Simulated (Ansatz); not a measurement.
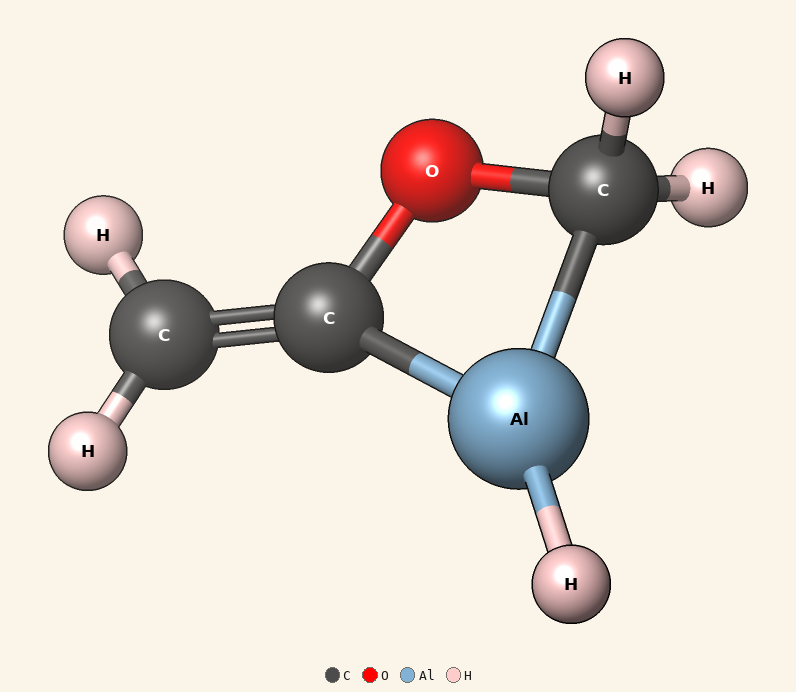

A ball-and-stick model of a molecule.

Computed geometry: PBE0-D4/def2-TZVP optimisation.

Question: Which formula does it have?

Answer: C3H5AlO, 10 atoms: 3 carbon, 5 hydrogen, 1 aluminium and 1 oxygen.

Question: How many atoms are distinct by symmetry?

Answer: 9: 1 C, 1 C, 1 O, 1 C, 1 Al, 1 H, 1 H, 2 H, 1 H.

More results for the same structure follow; atom numbers are the same in all pictures, views and colours differ.

### Thermal motion

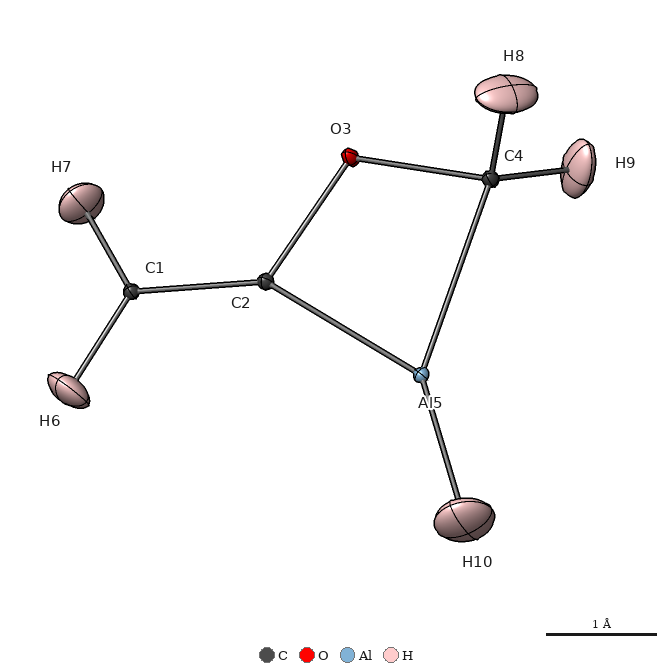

Displacement ellipsoids at the 50 % level, from the internal vibrations of the free molecule (harmonic, no overall translation or rotation; no half-axis is drawn under 0.075 Å). Vibrations computed with RKS PBE0-D4/def2-TZVP (Ansatz 0.2.0). Temperature: 200 K.

List U_eq and the three principal root-mean-square amplitudes for each kind of atom.

```json
{"atom": "C1", "U_eq (Å²)": "0.0021", "rms amplitudes (Å)": "0.034, 0.042, 0.059"}
{"atom": "C2", "U_eq (Å²)": "0.0023", "rms amplitudes (Å)": "0.033, 0.041, 0.064"}
{"atom": "O3", "U_eq (Å²)": "0.0031", "rms amplitudes (Å)": "0.030, 0.038, 0.083"}
{"atom": "C4", "U_eq (Å²)": "0.0026", "rms amplitudes (Å)": "0.037, 0.039, 0.070"}
{"atom": "Al5", "U_eq (Å²)": "0.00061", "rms amplitudes (Å)": "0.018, 0.024, 0.031"}
{"atom": "H6", "U_eq (Å²)": "0.0182", "rms amplitudes (Å)": "0.078, 0.145, 0.166"}
{"atom": "H7", "U_eq (Å²)": "0.0204", "rms amplitudes (Å)": "0.080, 0.144, 0.185"}
{"atom": "H8, H9", "U_eq (Å²)": "0.0237", "rms amplitudes (Å)": "0.084, 0.134, 0.215"}
{"atom": "H10", "U_eq (Å²)": "0.0297", "rms amplitudes (Å)": "0.096, 0.177, 0.220"}
```

### Electronic properties

Method: RKS CAM-B3LYP-D4/def2-TZVPP (Ansatz 0.2.0).

Question: Give the HOMO–LUMO gap at this level.

Answer: 6.86 eV.

Question: Estimate the HOMO energy (Kohn–Sham orbital).

Answer: −7.66 eV.

Question: Estimate the dispersion correction.

Answer: −16.3 kJ/mol.

### Charges

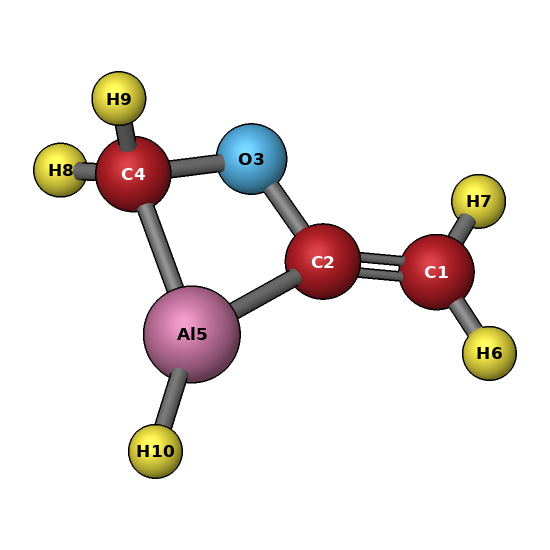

The questions are on Mulliken charges. Properties computed with RKS ωB97M-V/def2-TZVPP (Ansatz 0.2.0).

Question: Which atom carries the highest charge (most positive or least negative)?

Answer: Al5 (0.38 e).

Question: And the lowest?

Answer: C1 (−0.26 e).

List the Mulliken charges.

| atom | value (e) |
| --- | --- |
| C1 | −0.26 |
| C2 | 0.00 |
| O3 | −0.24 |
| C4 | −0.23 |
| Al5 | 0.38 |
| H6 | 0.10 |
| H7 | 0.10 |
| H8 | 0.11 |
| H9 | 0.11 |
| H10 | −0.06 |

Mulliken values depend strongly on the basis set and can even reverse the polarity of a bond.
